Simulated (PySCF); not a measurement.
**H3Sb, SMILES `[SbH3]`: what the electrons do**

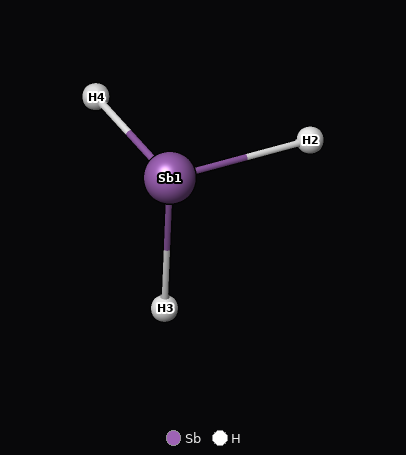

The molecule, with its atoms numbered as below. No frequency check shows the geometry to be a minimum.

Coordinates in Å:

```
Sb1      0.0403    0.0351    0.0132
H2       0.2379   -1.4730   -0.7094
H3      -1.0619   -0.6581    1.0810
H4      -1.2322    0.3413   -1.0466
```

### 1. Bonding charge

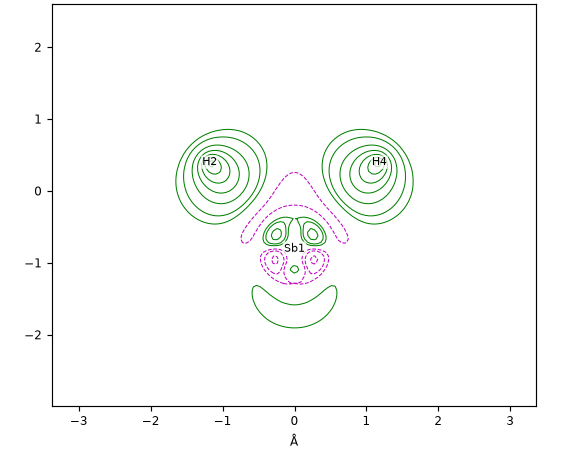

Deformation density (molecule less spherical, spin-averaged free atoms) in the plane of Sb1, H2 and H4; contours at ±0.05 to ±0.8 e/Å³; solid green lines: gain, dashed magenta lines: loss.

PySCF calculation, PBE/def2-TZVP, gas phase; geometry: GFN2-xTB. Core potentials replace the inner electrons of Sb; spin–orbit coupling isn't included.

Question: Describe the bonding that the map shows.

Answer: Sb1–H2 and Sb1–H4: +0.20 e/Å³ at the bond critical point (bond length 1.68 Å, Mayer order 1.0). In all, 0.7 electrons gather in the regions of gain relative to the promolecule.

### 2. Bond critical points

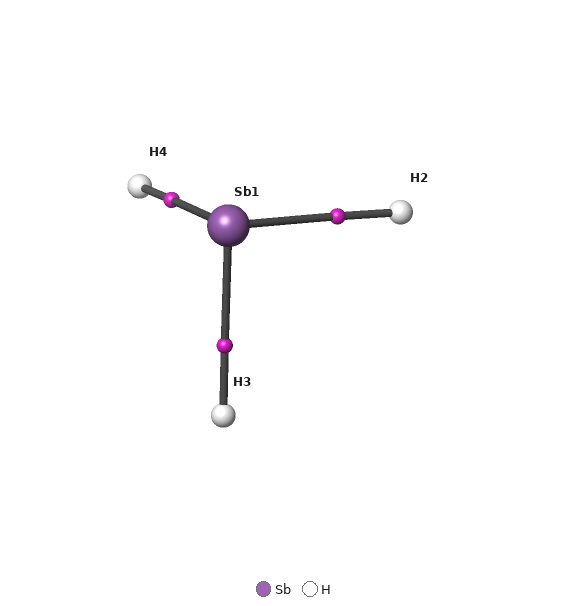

Molecular graph of the electron density (QTAIM): bond paths, bond critical points (magenta), ring points (cyan, if any); weak paths are dashed.

Question: How many critical points of each kind are there, and does the count close?

Answer: 4 nuclei, 3 bond, 0 ring and 0 cage critical points: 4 − 3 + 0 − 0 = 1, as the Poincaré–Hopf relation requires.

Question: Give the properties at the bond critical points.

Answer:
```tsv
bond	length (Å)	ρ (a.u.)	∇²ρ (a.u.)	ε	H (a.u.)
Sb1–H2 (3 alike)	1.684	0.123	+0.03	0.02	−0.068
```

Question: What kind of interaction is Sb1–H2?

Answer: Polar or intermediate (positive Laplacian, negative energy density H): ρ = 0.123, ∇²ρ = +0.03, H = −0.068 a.u.

### 3. Electrostatic potential

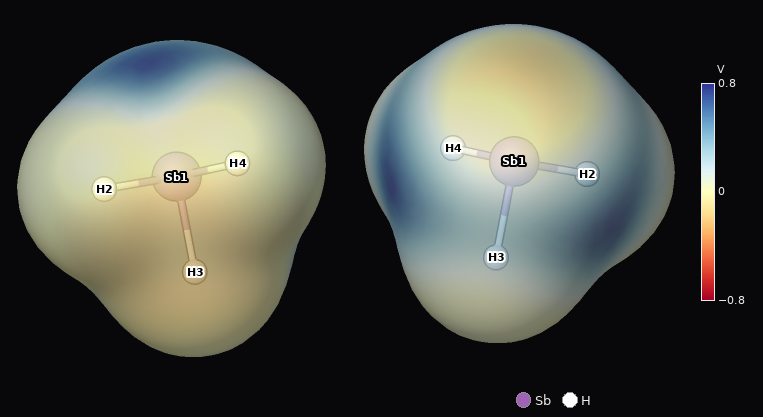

Electrostatic potential on the surface of electron density 0.001 a.u. (back view left, front view right).

Question: Where are the extremes of the potential on the surface?

Answer: Highest: 0.72 V, near Sb1 (2.26 Å), H4 (2.32 Å) and H3 (2.41 Å), and at like points elsewhere. Lowest: −0.19 V, 1.7 Å from H4. Further minima include −0.17 V, 2.5 Å from Sb1. The surface is sampled at points, so like sites can differ by a few per cent and only the strongest of them is named.

Question: What volume does the surface enclose, and what is the dipole moment?

Answer: About 72 Å³; the dipole moment is 0.4 D.

### 4. In an electric field

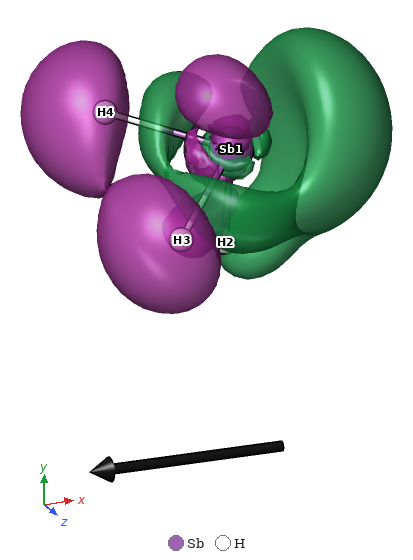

Change of the electron density in a uniform field of 0.21 V/Å along −x (arrow), surfaces at ±0.0015 e/Å³ (green: gain, purple: loss).

Computed with PySCF, PBE/def2-TZVP, geometry: GFN2-xTB. Core potentials replace the inner electrons of Sb; spin–orbit coupling isn't included. A basis without diffuse functions makes polarisabilities too small.

The field was applied in both directions; the picture shows the one opposite to the script's first.

Question: How large is the response?

Answer: The induced dipole is 0.43 D (along the field); α along this axis, from the fields in both directions, is 42 bohr³ (6.2 Å³).

### 5. Removing or adding an electron

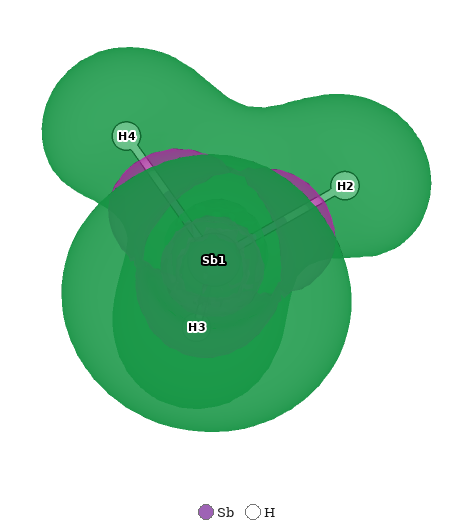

Fukui function f⁻ = ρ(N) − ρ(N−1) at fixed geometry, surfaces at ±0.015 e/Å³ (green positive, purple negative).

Computed with PySCF, PBE/def2-TZVP, geometry: GFN2-xTB. Core potentials replace the inner electrons of Sb; spin–orbit coupling isn't included.

Question: On which atoms does the density change most on removal of an electron?

Answer: f⁻ (Hirshfeld-condensed) is largest on Sb1 (0.63); the vertical ionisation energy is 9.99 eV. Condensed values hint at sites of electrophilic attack but needn't mark the atom that reacts. Orbital relaxation makes it negative in places (0.06 e in all).
